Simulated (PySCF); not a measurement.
Consider C$_{4}$H$_{10}$P$_{2}$Si (charge +1, doublet).

```xyz
17

C    -2.7509    0.4442   -1.7438
C    -2.1695   -0.3079   -1.0109
C    -1.4687   -1.1937   -0.1112
C    -0.7390   -0.4227    0.9994
Si    0.5276    0.8152    0.3020
P     1.5889   -0.2473   -1.4295
P     2.0912    1.2334    1.9210
H    -3.2773    1.0752   -2.3976
H    -2.1918   -1.8829    0.3338
H    -0.7552   -1.7923   -0.6909
H    -0.2560   -1.1391    1.6690
H    -1.4782    0.1141    1.5965
H     0.0007    2.0804   -0.2064
H     2.6774    0.5733   -1.6968
H     2.3346   -1.2263   -0.7790
H     3.0984    1.8689    1.2067
H     2.7609    0.0195    2.0280
```

Geometry: GFN2-xTB.

All numbers below come from UKS B3LYP, pcH-1 on C H P Si, non-relativistic, mean-field spin-orbit, GIAO (PySCF).

Q: What will maps of the electron density, electron localisation function and spin density show?

A: C–C (1.20 Å): ρ is about 2.8 e/Å³ halfway; the ELF peaks at about 0.85 between the atoms (a multiple bond).
C–H (1.05 Å): ρ at the midpoint is about 2.2 e/Å³; the ELF climbs to about 1 towards the hydrogen, as it does in any bond to H; an ordinary covalent bond to hydrogen.
The unpaired spin (1 electron) lies mostly on P6 (about 0.4) and P7 (about 0.4), in electrons by Hirshfeld's partition.

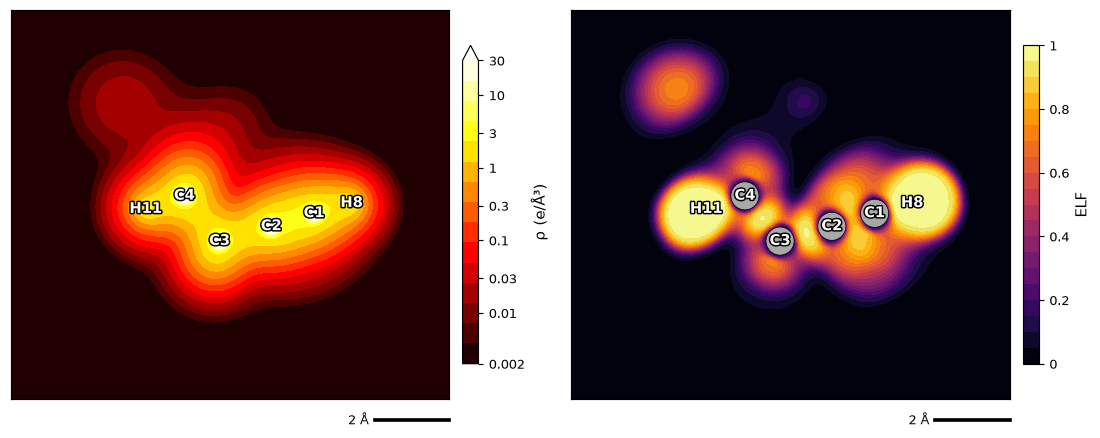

Computed electron density and electron localisation function on the plane of atoms C2, C3 and C4, in this order. Grey discs cover the atomic cores in the ELF map. 
